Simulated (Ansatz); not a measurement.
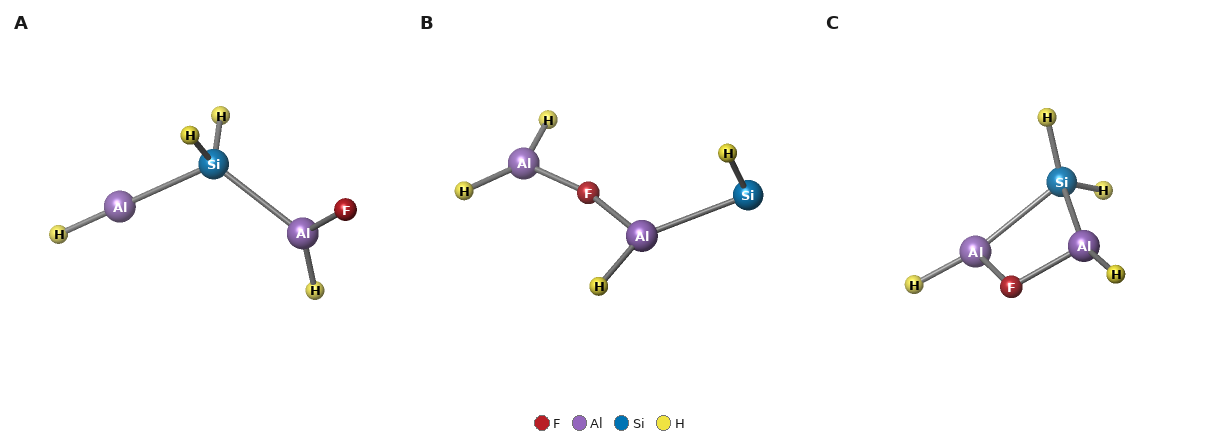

3 stationary structures of one formula. Charge +1, singlet. Geometries: PBE-D4/def2-SVP. Electronic energies: PBE-D4/def2-SVP (Ansatz 0.2.0), without zero-point energy. No frequency run is at hand to confirm each as a minimum. Each is one conformer, not always the lowest.

**Which is lowest in energy, and by how much?**

C is lowest (C2v); A lies 23.3 kcal/mol above it (C1), B lies 43.0 kcal/mol above it (C1).
